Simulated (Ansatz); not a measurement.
A series of calculations on SiN2H6

Part 1: Relaxation

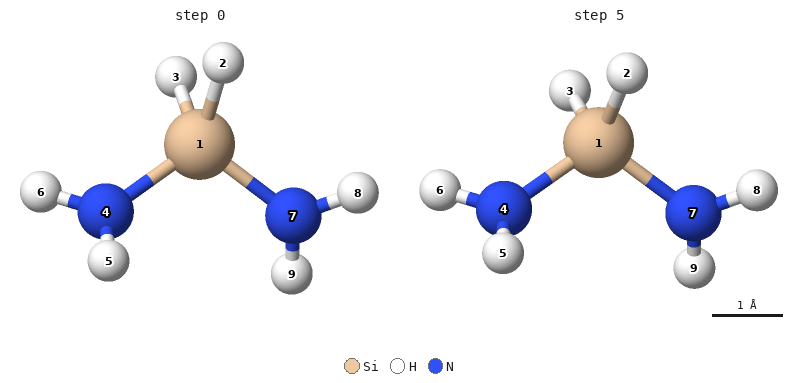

The structure of SiN2H6 before (left) and after (right) a relaxation, at one scale.

The picture is a ball-and-stick view, seen at a tilt.

The run prepares an end point of a later path (reaction) calculation, from a guessed geometry.

The calculation used RHF/def2-TZVP (Ansatz). Settings: no spin polarisation; force threshold 0.03 eV/Å; at most 50 steps.

Q: What changed between the two?

A: The energy falls by 10.6 kcal/mol in 4 accepted moves (5 points after the start). The largest force component goes from 1.6 to 0.02 eV/Å. The line search rejected the trial step at point 2 of the run. The atom that moves furthest after the best rigid fit is H2 (0.29 Å). By element the largest moves are H 0.29 Å, N 0.05 Å, Si 0.03 Å. Some distances before and after: Si1–H2 1.446 → 1.481 Å, Si1–N4 1.697 → 1.704 Å. Among the angles between lasting bonds that change: H2–Si1–H3 83.7° → 107.4°, H2–Si1–N7 110.1° → 104.2°, H2–Si1–N4 122.0° → 116.2°.

Limits of the set-up: Hartree-Fock leaves out electron correlation.

Part 2: Relaxation

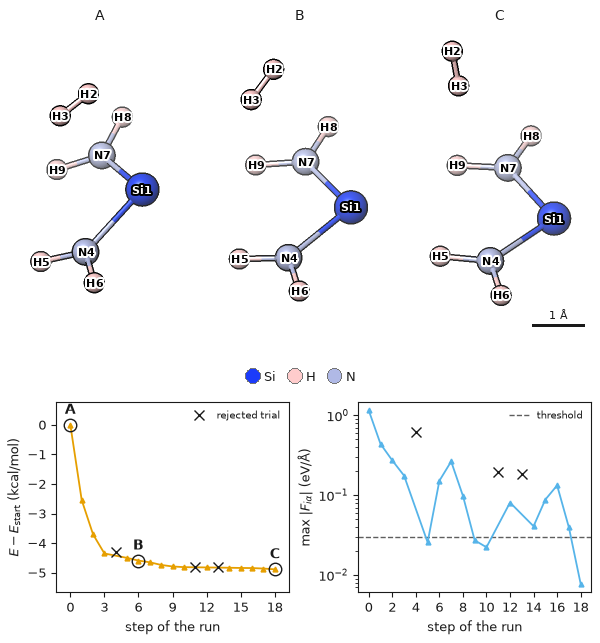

Frames of a relaxation of SiN$_{2}$H$_{6}$, marked on the history of the run. A ball-and-stick model, seen from a free direction.

The run prepares an end point of a later path (reaction) calculation, from a guessed geometry.

Level of theory: Ansatz 0.2.0, RHF/def2-TZVP. Settings: no spin polarisation; force threshold 0.03 eV/Å; at most 50 steps.

What happens along the run?

Answer. The energy falls by 4.88 kcal/mol in 15 accepted moves (18 points after the start). The largest force component goes from 1.2 to 0.0078 eV/Å. The line search rejected the trial steps at points 4, 11, 13 of the run. The forces were under the threshold at step 5, but the run went on from there. The atom that moves furthest after the best rigid fit is H2 (1.45 Å). By element the largest moves are H 1.45 Å, Si 0.85 Å, N 0.39 Å. Some distances before and after: H2–H3 0.703 → 0.735 Å. From step 0 to 6: H2 moves most (0.68 Å), energy −4.59 kcal/mol. From step 6 to 18: H2 moves most (0.79 Å), energy −0.30 kcal/mol.

```tsv
step	E − E(0), kcal/mol	largest force component, eV/Å	note
0	0.00	1.1570	
1	-2.54	0.4396	
2	-3.70	0.2731	
3	-4.35	0.1761	
4	-4.31	0.6139	rejected
5	-4.50	0.0257	
6	-4.59	0.1519	
7	-4.64	0.2652	
8	-4.74	0.0983	
9	-4.79	0.0272	
10	-4.81	0.0223	
11	-4.81	0.1973	rejected
12	-4.82	0.0810	
13	-4.82	0.1845	rejected
14	-4.83	0.0409	
15	-4.84	0.0882	
16	-4.84	0.1328	
17	-4.86	0.0395	
18	-4.88	0.0078
```

Limits of the set-up: the start holds two separate molecules, 2.7 Å apart at their closest, whose relative position is a soft coordinate and is computed without a dispersion correction; Hartree-Fock leaves out electron correlation.

Part 3: Path

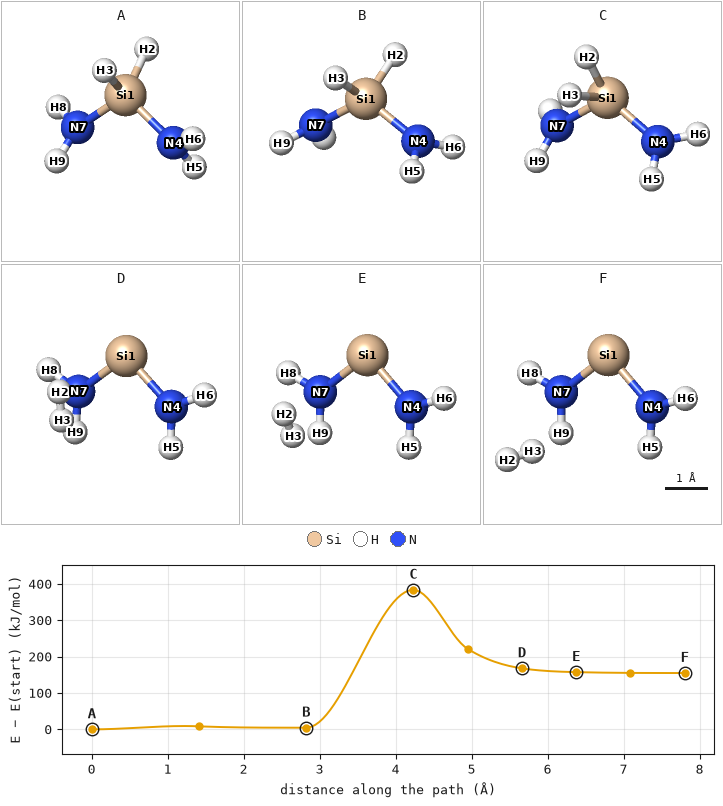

A nudged-elastic-band calculation for SiN₂H₆. Images are numbered from 0 (start) to 8 (end). Frames A to F are images 0, 2, 3, 5, 6, 8. A ball-and-stick model, seen at a tilt.

Method: Ansatz 0.2.0, RHF/def2-TZVP. Set-up: 7 movable images; climbing image; force threshold 0.05 eV/Å; iteration limit 60; starting path through a guess of the saddle point.

Read off the barrier and say what moves.

Answer. The path has more than one stage, and so few images may leave a stage unresolved. Breaking: Si1–H2 (1.48 → 1.51 at the top → 4.95 Å), Si1–H3 (1.48 → 1.69 at the top → 4.30 Å). Forming: H2–H3 (2.39 → 1.08 at the top → 0.74 Å). The highest point, image 3, lies 383.8 kJ/mol above the start and 228.8 kJ/mol above the end; the end is at +155.0 kJ/mol relative to the start. The band converged in 24 iterations. The largest component of the band force went from 99 to 0.015 eV/Å. The climbing image converged on the top of the path. Its vibrational analysis gives one imaginary mode (1628i cm⁻¹), as a transition state must have.

Limits of the set-up: Hartree-Fock leaves out electron correlation.
